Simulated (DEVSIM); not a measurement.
Structure: abrupt In0.53Ga0.47As n-p junction, at 350 K.

```csv
layer (left to right),material,thickness (μm),Nd (cm⁻³),Na (cm⁻³),τn (s),τp (s)
1,In0.53Ga0.47As,77.0,6.8e16,-,7.9e-10,7.9e-10
2,In0.53Ga0.47As,4.10,-,1.6e16,7.9e-10,7.9e-10
```

Left contact: ohmic. Right contact: ohmic. Voltage is applied to the left contact. Recombination: SRH at mid-gap, Auger. Mobility is μmin + (μ − μmin)/(1 + (N/Nref)^α).

The device is made up for the run: typed textbook-type constants, with dimensions and the other settings drawn at random. Values at 300 K; Nc and Nv go as T^1.5, mobilities as T to minus their exponent, the gap by Varshni's rule with the affinity fixed.

```csv
parameter,In0.53Ga0.47As
gap (eV),0.74
affinity (eV),4.51
permittivity,13.9
Nc (cm⁻³),2.1e17
Nv (cm⁻³),7.7e18
μn (cm²/Vs),12000
μp (cm²/Vs),300
"μn,min",300
"μp,min",10
"Nref,n",1.3e17
"Nref,p",4.9e17
αn,0.48
αp,0.4
T exponent of μn,1.6
T exponent of μp,1.6
Cn (cm⁶/s),5e-29
Cp (cm⁶/s),5e-29
Varshni α (eV/K),0.00035
Varshni β (K),190
```

Model (solved in DEVSIM): 1D drift-diffusion, Boltzmann statistics, complete ionisation; no tunnelling, impact ionisation, image-force lowering or self-heating.

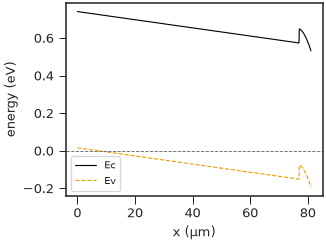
Fig. 1. Band edges at -0.7 V on the left contact

Energies count from the Fermi level of the right contact; mesh points crowd at the junctions.

```csv
x (μm),Ec (eV),Ev (eV),n (cm⁻³),p (cm⁻³),field (V/cm)
0.000,0.741,0.016,6.8e16,1.4e9,-22
0.04258,0.741,0.016,6.8e16,1.4e9,-22
0.1683,0.741,0.016,6.8e16,1.4e9,-22
0.5093,0.740,0.015,6.8e16,1.4e9,-22
2.111,0.736,0.012,6.8e16,1.4e9,-22
5.896,0.728,0.003,6.8e16,1.4e9,-22
17.08,0.704,-0.021,6.8e16,1.4e9,-22
55.26,0.621,-0.104,6.8e16,1.4e9,-22
69.18,0.591,-0.134,6.8e16,1.0e10,-22
74.19,0.580,-0.145,6.8e16,2.2e13,-22
76.04,0.576,-0.149,6.8e16,3.9e14,-24
76.78,0.574,-0.151,6.9e16,1.2e15,-29
76.94,0.574,-0.151,6.7e16,1.6e15,540
76.99,0.594,-0.131,3.4e16,3.4e15,11000
77.05,0.640,-0.085,7.5e15,1.5e16,3100
77.18,0.648,-0.076,5.1e15,2.1e16,-56
77.54,0.644,-0.080,4.4e15,2.0e16,-140
78.59,0.624,-0.101,3.1e15,1.9e16,-250
80.40,0.564,-0.161,1.4e15,1.7e16,-420
80.87,0.543,-0.182,6.3e14,1.7e16,-480
81.03,0.535,-0.190,2.1e14,1.6e16,-500
81.10,0.532,-0.193,5.9e9,1.6e16,-510
```
